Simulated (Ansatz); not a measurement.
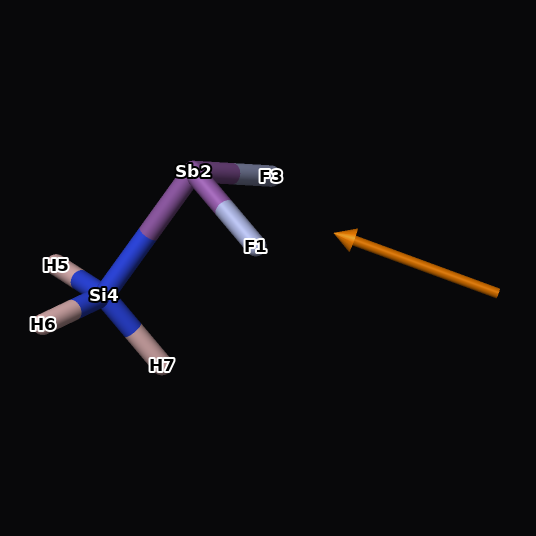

The arrow beside the molecule shows the direction of the dipole moment, from the negative to the positive end (its length means nothing). The computed structure is the end point of a PBE0-D4/def2-TZVP optimisation. Level of theory: RKS PBE0-D4/def2-TZVP, core potentials on Sb (Ansatz 0.2.0).

Q: Estimate the dipole moment.

A: 3.18 D; it points from the side of F1, F3 to the side of H5, H6 (the outermost atoms at the two ends).
